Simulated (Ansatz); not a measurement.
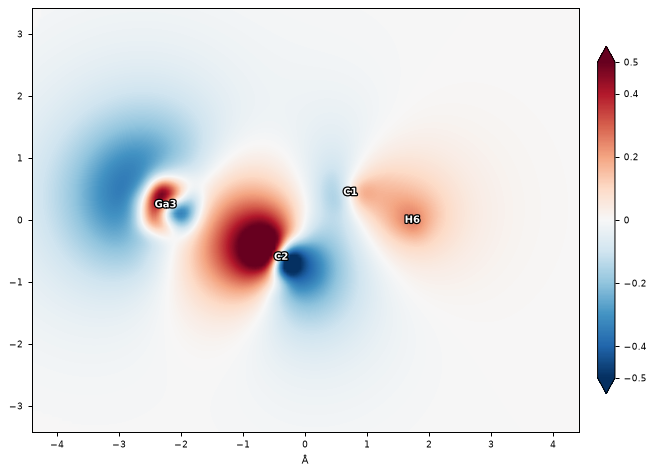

Figure. C2H5Ga (SMILES C[CH2][Ga]). The HOMO on the plane of atoms C1, C2 and Ga3 (values in Å⁻³ᐟ²; the overall sign is arbitrary).

Geometry: PBE0-D4/def2-TZVP.

Theory: isolated molecule in a Gaussian basis; Kohn-Sham density functional theory, functional PBE0 in Ansatz 0.2.0.

```xyz
8

C    -0.7942    1.1884    0.3219
C     0.5316    0.8436    0.9999
Ga    0.3140    0.4685    2.9986
H    -1.5220    0.3752    0.4133
H    -1.2585    2.0767    0.7631
H    -0.6834    1.3913   -0.7484
H     0.9901   -0.0352    0.5260
H     1.2536    1.6620    0.8737
```

Question: Where does this orbital lie, and at what energy?

Answer: It lies mainly on Ga3 (about 60 %) and C2 (about 30 %). Its energy is −5.45 eV.
